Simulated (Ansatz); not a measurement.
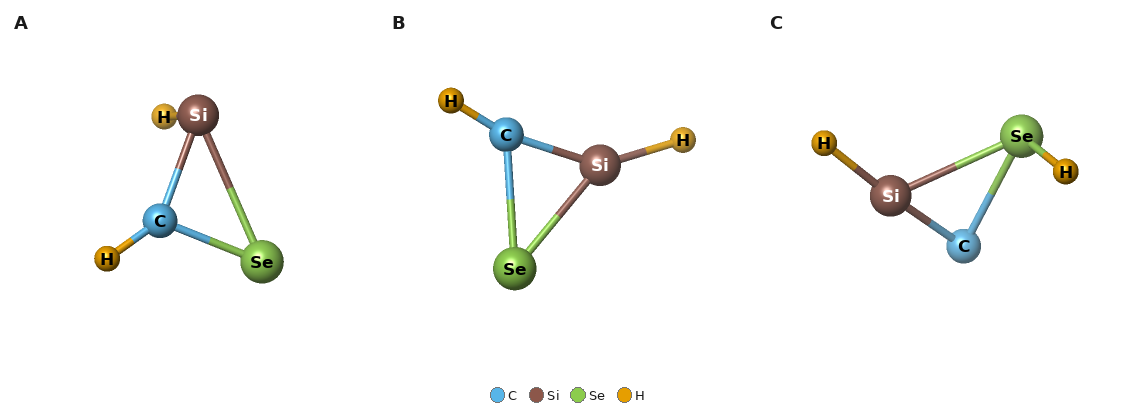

3 stationary structures of one formula. Geometries: PBE-D4/def2-SVP. Electronic energies: PBE-D4/def2-SVP (Ansatz 0.2.0), without zero-point energy. No frequency run is at hand to confirm each as a minimum.

Which structure is the most stable?

A is lowest (C1); B lies 21.7 kcal/mol above it (Cs), C lies 59.8 kcal/mol above it (C1).
